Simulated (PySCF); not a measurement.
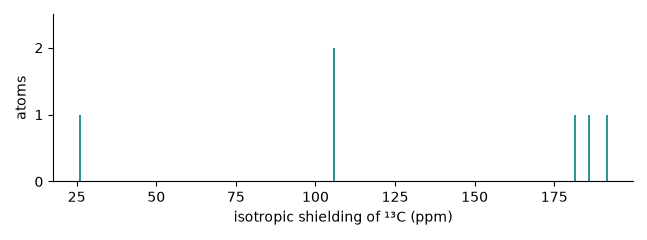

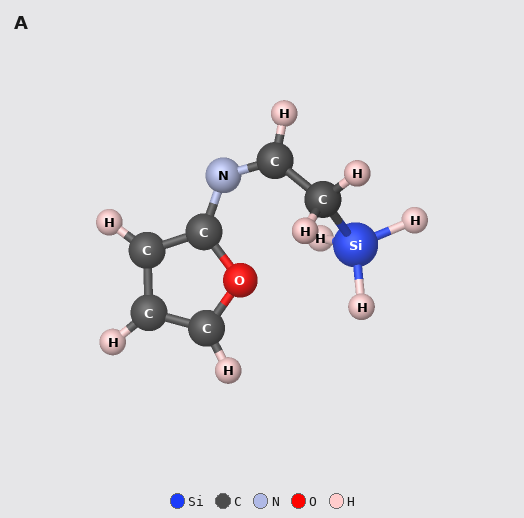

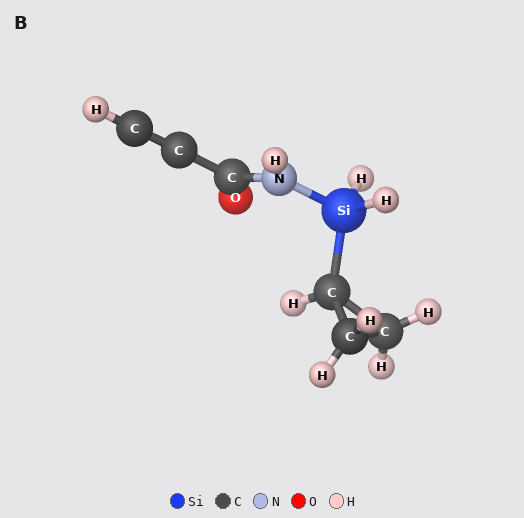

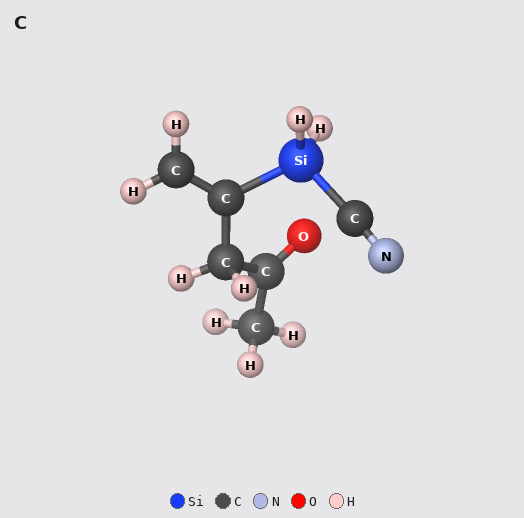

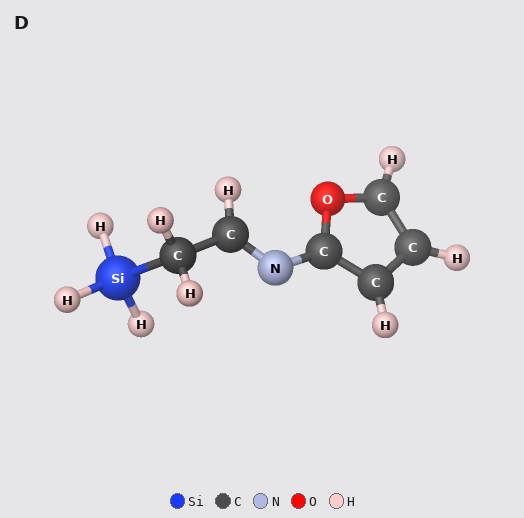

The sticks are computed shieldings of one of the molecules, for one fixed geometry (GFN2-xTB) without averaging over rotations. Low shielding means a high chemical shift. Method: GIAO PBE0/pcSseg-1 NMR shielding, non-relativistic, gas phase (PySCF 2.14.0).

### Match the spectrum to a structure.

B, `C#CC(=O)N[SiH2]C1CC1`. Its 6 C atoms give lines at 25.9, 105.7 (2 atoms), 181.5, 185.9, 191.4 ppm.

The geometry is semi-empirical. Around Si such bond lengths and angles can be off by a tenth of an ångström or more and by several degrees, and values that hang on the shape move with them.
